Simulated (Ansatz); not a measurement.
# BPN (doublet): one geometry, many settings at distance B1–N2 = 3.604 Å

Aim: run BPN (doublet) at one geometry under a spread of methods and options, and see what each costs and gives.

Program: Ansatz 0.2.0, Gaussian basis. Level of theory: the settings change from run to run. These are calculated values, not measurements.

24 further runs of the same task are left out: 7 for a known fault of the program, 1 for a mislabelled method, 11 that didn't finish, 5 set aside as unsound or not needed.

## 1. The geometry

The geometry derives from a PBE0/def2-TZVP stationary point (not a proven minimum). One bond is set to the value named and the two fragments are kept rigid.

3 atoms, charge 0, spin multiplicity 2.

Atoms are counted from 1 here; the program's logs count them from 0.

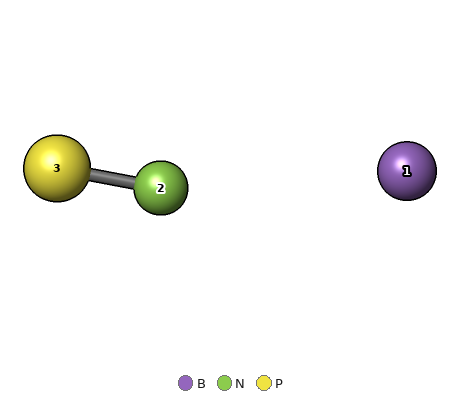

The geometry (boron purple, nitrogen green, phosphorus yellow); atoms are numbered from 1 in the order of the file.

Coordinates:

```xyz
3
charge 0, multiplicity 2
B     0.0000   -0.3298    2.8844
N     0.0000    0.2396   -0.6743
P     0.0000    0.0903   -2.2101
```

## 2. HF/cc-pVDZ

File in.yaml:

```yaml
crystal:
  periodic: [false, false, false]
  atoms:
    - {symbol: B, position_ang: [0.000000, -0.329846, 2.884419]}
    - {symbol: N, position_ang: [0.000000, 0.239574, -0.674313]}
    - {symbol: P, position_ang: [0.000000, 0.090272, -2.210105]}
basis:
  gaussian: {orbitals: cc-pVDZ}
magnetization: {spin_polarized: true, initial_magnetization: 1}
hamiltonian: {xc: hf}
scf: {lower_state_search: off}
output: {forces: true, orbitals: {seedname: orbitals}}
```

Launch:

```bash
> ansatz run in.yaml --threads 1 --pin off --events-out ev --progress --plain --max-ram 2393MiB
```

What it wrote:

```text
Functional definition: HF
  name "HF"
  cite "Fock, Z. Phys. 61, 126 (1930) doi:10.1007/BF01340294"
  parent pbe
  exchange = exact_x
  correlation = 0
these checks for a lower state are left out or cut short: stability, starts, cluster_reference, orbital_swaps, neighbouring_geometries, increment
463 factors; integrals over basis functions are off by at most 7.3e-4 eV
mean field evaluation 1: about -11411.0428 eV, gradient 2.7e1 eV
mean field evaluation 2: about -11411.0945 eV, gradient 2.7e1 eV
mean field evaluation 4: about -11414.2846 eV, gradient 1.3e1 eV
mean field evaluation 8: about -11419.6092 eV, gradient 3.2e0 eV
mean field evaluation 16: about -11419.7185 eV, gradient 7.6e-2 eV
mean field -11420.32173120 eV, -419.6890826497 hartree, gradient 5.0e-6 eV, S^2 1.702617; 0 other end points of the search recorded, 0 dependent functions left out
the calculation of the forces begins
reference -11420.32173120 eV, -419.6890826497 hartree; 14, 13 occupied and 32, 33 virtual orbitals, 463 factors
Total energy: -11420.32173120 eV, -419.6890826497 hartree
Atom 0 at     0.000000    -0.329846     2.884419 Å, force     0.000000     0.007938    -0.039023 eV/Å
Atom 1 at     0.000000     0.239574    -0.674313 Å, force     0.000000     0.009074     0.254412 eV/Å
Atom 2 at     0.000000     0.090272    -2.210105 Å, force    -0.000000    -0.017012    -0.215389 eV/Å
Dipole moment:     0.000000    -0.028994    -0.500631 e Å
Checks for a lower state left out: stability, starts, cluster_reference, orbital_swaps, neighbouring_geometries, increment
```

Run time: 0.85 s. Hardware: 1 thread of Arm Neoverse N1, shared host.

From the report: ⟨S²⟩ of the determinant 1.703 (pure doublet: 0.75). The determinant is far from a pure spin state, so its energy mixes those of several spin states (harmless only where they are near-degenerate, as at dissociation).

## 3. NEVPT4(SD)(5,3)/STO-3G

File in.yaml:

```yaml
crystal:
  periodic: [false, false, false]
  atoms:
    - {symbol: B, position_ang: [0.000000, -0.329846, 2.884419]}
    - {symbol: N, position_ang: [0.000000, 0.239574, -0.674313]}
    - {symbol: P, position_ang: [0.000000, 0.090272, -2.210105]}
basis:
  gaussian: {orbitals: STO-3G}
magnetization: {spin_polarized: false, initial_magnetization: 1}
correlation: {method: fic_nevpt4_sd, electrons: valence, active_space: {window: {electrons: 5, orbitals: 3}}}
```

The command is unchanged.

What it wrote (excerpt; [...] marks lines left out):

```text
Functional definition: HF
  name "HF"
  cite "Fock, Z. Phys. 61, 126 (1930) doi:10.1007/BF01340294"
  parent pbe
[...]
219 factors; integrals over basis functions are off by at most 3.0e-5 eV
[...]
mean field -11285.42903581 eV, -414.7318675274 hartree, gradient 7.5e-7 eV, S^2 0.750000; 11 other end points of the search recorded, 0 dependent functions left out
reference -11285.42903581 eV, -414.7318675274 hartree; 14, 13 occupied and 5, 6 virtual orbitals, 219 factors
state -11285.42903581 eV, -414.7318675274 hartree
state -11285.42903581 eV, -414.7318675274 hartree; corrected -11291.09689824 eV, -414.9401576300 hartree
WARN: 2 active orbitals are nearly empty or full. The corrections depend on them more than the energy does, and are more stable in an active space without them
Total energy: -11291.09689824 eV, -414.9401576300 hartree
```

Wall time 1.4 s (1 thread of Arm Neoverse N1, shared host).

From the report: 2 determinants; active occupations 2.00, 2.00, 1.00. The report marks this result as in doubt.

## 4. NEVPT2(1,2)/cc-pVDZ

File in.yaml:

```yaml
crystal:
  periodic: [false, false, false]
  atoms:
    - {symbol: B, position_ang: [0.000000, -0.329846, 2.884419]}
    - {symbol: N, position_ang: [0.000000, 0.239574, -0.674313]}
    - {symbol: P, position_ang: [0.000000, 0.090272, -2.210105]}
basis:
  gaussian: {orbitals: cc-pVDZ}
magnetization: {spin_polarized: false, initial_magnetization: 1}
correlation: {method: sc_nevpt2, electrons: valence, active_space: {window: {electrons: 1, orbitals: 2}}}
```

Same command.

What it wrote (excerpt; [...] marks lines left out):

```text
Functional definition: HF
  name "HF"
  cite "Fock, Z. Phys. 61, 126 (1930) doi:10.1007/BF01340294"
  parent pbe
[...]
463 factors; integrals over basis functions are off by at most 7.3e-4 eV
[...]
mean field -11419.63302329 eV, -419.6637731007 hartree, gradient 6.7e-6 eV, S^2 0.750000; 11 other end points of the search recorded, 0 dependent functions left out
reference -11419.63302329 eV, -419.6637731007 hartree; 14, 13 occupied and 32, 33 virtual orbitals, 463 factors
state -11419.63302329 eV, -419.6637731007 hartree
state -11419.63302329 eV, -419.6637731007 hartree; corrected -11428.86825739 eV, -420.0031616938 hartree
WARN: 1 active orbitals are nearly empty or full. The corrections depend on them more than the energy does, and are more stable in an active space without them
Total energy: -11428.86825739 eV, -420.0031616938 hartree
```

It took 7 s on 1 thread of Arm Neoverse N1, shared host.

From the report: 1 determinant; active occupations 1.00, 0.00. The report marks this result as in doubt.

## 5. MRCISD+Q(relaxed)(11,6)/STO-3G

File in.yaml:

```yaml
crystal:
  periodic: [false, false, false]
  atoms:
    - {symbol: B, position_ang: [0.000000, -0.329846, 2.884419]}
    - {symbol: N, position_ang: [0.000000, 0.239574, -0.674313]}
    - {symbol: P, position_ang: [0.000000, 0.090272, -2.210105]}
basis:
  gaussian: {orbitals: STO-3G, point_charges: [{charge: -0.50, position_ang: [3.460, 0.831, 0.987]}]}
magnetization: {spin_polarized: false, initial_magnetization: 1}
correlation: {method: fic_mrcisd_q_relaxed, electrons: outside_noble_gas, active_space: {window: {electrons: 11, orbitals: 6}}}
accuracy: high
```

The command is unchanged.

What it wrote (excerpt; [...] marks lines left out):

```text
Functional definition: HF
  name "HF"
  cite "Fock, Z. Phys. 61, 126 (1930) doi:10.1007/BF01340294"
  parent pbe
[...]
304 factors; integrals over basis functions are off by at most 9.8e-9 eV
[...]
mean field -11285.37507716 eV, -414.7298845838 hartree, gradient 2.8e-8 eV, S^2 0.750000; 9 other end points of the search recorded, 0 dependent functions left out
reference -11285.37507716 eV, -414.7298845838 hartree; 14, 13 occupied and 5, 6 virtual orbitals, 304 factors
state -11285.37507716 eV, -414.7298845838 hartree
contracted CI cycle   1: correlation 0.00000000 eV, 0.0000000000 hartree, residual 1.51e1 eV
contracted CI cycle   2: correlation -4.69095323 eV, -0.1723893516 hartree, residual 3.69e0 eV
contracted CI cycle   3: correlation -5.16805882 eV, -0.1899226586 hartree, residual 1.46e0 eV
contracted CI cycle   4: correlation -5.23248450 eV, -0.1922902585 hartree, residual 6.92e-1 eV
[...]
contracted CI cycle   9: correlation -5.25558705 eV, -0.1931392618 hartree, residual 5.27e-3 eV
contracted CI cycle  10: correlation -5.25558791 eV, -0.1931392933 hartree, residual 1.82e-3 eV
contracted CI cycle  11: correlation -5.25558800 eV, -0.1931392968 hartree, residual 6.73e-4 eV
contracted CI cycle  12: correlation -5.25558802 eV, -0.1931392972 hartree, residual 1.86e-4 eV
contracted CI cycle  13: correlation -5.25558802 eV, -0.1931392972 hartree, residual 6.41e-5 eV
contracted CI cycle  14: correlation -5.25558802 eV, -0.1931392972 hartree, residual 1.98e-5 eV
contracted CI cycle  15: correlation -5.25558802 eV, -0.1931392972 hartree, residual 7.57e-6 eV
contracted CI cycle  16: correlation -5.25558802 eV, -0.1931392972 hartree, residual 2.95e-6 eV
contracted CI cycle  17: correlation -5.25558802 eV, -0.1931392972 hartree, residual 1.37e-6 eV
state -11285.37507716 eV, -414.7298845838 hartree; corrected -11291.45903409 eV, -414.9534658771 hartree
WARN: 5 active orbitals are nearly empty or full. The corrections depend on them more than the energy does, and are more stable in an active space without them
Total energy: -11291.45903409 eV, -414.9534658771 hartree
```

It took 1.5 s on 1 thread of Arm Neoverse N1, shared host.

From the report: 6 determinants; active occupations 2.00, 2.00, 2.00, 2.00, 2.00, 1.00. The report marks this result as in doubt.

## 6. BCCD on UHF/def2-SVP

File in.yaml:

```yaml
crystal:
  periodic: [false, false, false]
  atoms:
    - {symbol: B, position_ang: [0.000000, -0.329846, 2.884419]}
    - {symbol: N, position_ang: [0.000000, 0.239574, -0.674313]}
    - {symbol: P, position_ang: [0.000000, 0.090272, -2.210105]}
basis:
  gaussian: {orbitals: def2-SVP}
magnetization: {spin_polarized: true, initial_magnetization: 1}
correlation: {method: bccd, electrons: valence}
```

Same command.

What it wrote (excerpt; [...] marks lines left out):

```text
Functional definition: HF
  name "HF"
  cite "Fock, Z. Phys. 61, 126 (1930) doi:10.1007/BF01340294"
  parent pbe
[...]
442 factors; integrals over basis functions are off by at most 1.2e-3 eV
[...]
mean field -11415.18873445 eV, -419.5004484981 hartree, gradient 2.8e-6 eV, S^2 1.716881; 44 other end points of the search recorded, 0 dependent functions left out
determinant -11415.18873445 eV, -419.5004484981 hartree, with singles and doubles -11424.22014965 eV, -419.8323468852 hartree
determinant -11415.18827486 eV, -419.5004316085 hartree, with singles and doubles -11424.21982445 eV, -419.8323349341 hartree
determinant -11415.18721509 eV, -419.5003926629 hartree, with singles and doubles -11424.21966054 eV, -419.8323289108 hartree
determinant -11415.18684283 eV, -419.5003789826 hartree, with singles and doubles -11424.21933696 eV, -419.8323170192 hartree
[...]
determinant -11415.18684283 eV, -419.5003789826 hartree, with singles and doubles -11424.23992471 eV, -419.8330736051 hartree
determinant -11415.06035564 eV, -419.4957306640 hartree, with singles and doubles -11424.12208923 eV, -419.8287432310 hartree
determinant -11414.56365779 eV, -419.4774773545 hartree, with singles and doubles -11424.27238772 eV, -419.8342665989 hartree
determinant -11414.43556014 eV, -419.4727698529 hartree, with singles and doubles -11424.15454694 eV, -419.8299360298 hartree
7 core orbitals not correlated: weight in the atoms' cores, before any rotation towards them, 1.000 or more for the frozen orbitals, at most 0.000 for the correlated occupied ones
reference -11414.56365779 eV, -419.4774773546 hartree; 7, 6 occupied and 32, 33 virtual orbitals, 442 factors
second order -9.21301666 eV of doubles, -0.00000000 eV of singles
cycle   1  -9.63630060 eV  change    7.2e-2 eV  update   1.2e-2
[...]
cycle  10  -9.65776895 eV  change    8.5e-7 eV  update   1.3e-5
Total energy: -11424.22142673 eV, -419.8323938171 hartree
```

It took 52 s on 1 thread of Arm Neoverse N1, shared host.

From the report: ⟨S²⟩ of the determinant 0.758 (pure doublet: 0.75); correlation -9.6578 eV; largest double amplitude 0.14.

## 7. The runs in one table

 † marks a result that the program doubts.

| level | correlated | functions | energy (eV) | time |
| --- | --- | --- | --- | --- |
| HF/cc-pVDZ |  | 46 | -11420.3217 | 0.85 s |
| NEVPT4(SD)(5,3)/STO-3G † | valence | 19 | -11291.0969 | 1.4 s |
| NEVPT2(1,2)/cc-pVDZ † | valence | 46 | -11428.8683 | 7 s |
| MRCISD+Q(relaxed)(11,6)/STO-3G (beside a point charge) † | outside noble gas | 19 | -11291.4590 | 1.5 s |
| BCCD on UHF/def2-SVP | valence | 46 | -11424.2214 | 52 s |

## 8. Outcome

```
quantity                       value
    runs                           5
quickest          HF/cc-pVDZ, 0.85 s
 slowest  BCCD on UHF/def2-SVP, 52 s
```

**Reading.** Total energies in different bases, with other cores or another treatment of relativity can't be set against each other. BCCD on UHF/def2-SVP took 61 times as long as HF/cc-pVDZ; the jobs differ in more than the method.
